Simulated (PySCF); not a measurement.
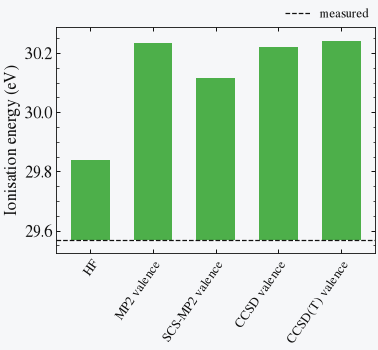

The ionisation energy of an atom or ion with 51 electrons in the configuration [Kr] 4d¹⁰ 5s² 5p³ by several methods. PySCF, x2c-TZVPPall plus 1 diffuse shell for each l, spin-free X2C-1e, unrestricted single determinants, no spin-orbit coupling. Methods marked “valence” freeze 46 core electrons.

> Which atom or ion is it?

I²⁺ (iodine, Z = 53). The values run from 29.839 eV (HF) to 30.241 eV (CCSD(T) valence). The measured value is 29.570 ± 0.03 eV; nearest to it come HF (+0.269) and SCS-MP2 valence (+0.545), furthest CCSD(T) valence (+0.671 eV).

Caveat: spin-orbit shift not estimated.
